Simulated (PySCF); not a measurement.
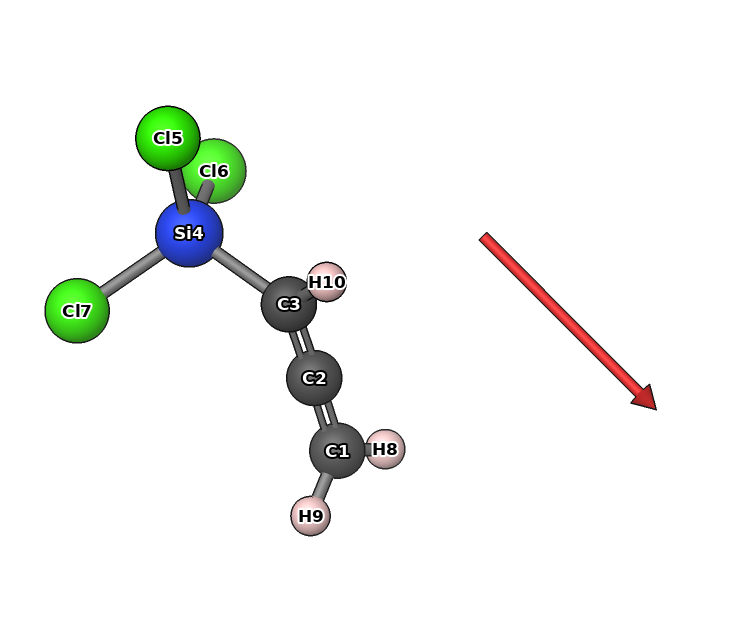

The arrow beside the molecule shows the direction of the dipole moment, from the negative to the positive end (its length means nothing). Computed geometry: GFN2-xTB optimisation. No frequency run is at hand to confirm it as a minimum. Properties computed with CAM-B3LYP/def2-SVPD, gas phase (PySCF 2.14.0).

> Estimate the dipole moment.

2.08 D; it points from the side of Cl5 to the side of H8, H9 (the outermost atoms at the two ends).

The geometry is semi-empirical. Around Si such bond lengths and angles can be off by a tenth of an ångström or more and by several degrees, and values that hang on the shape move with them.
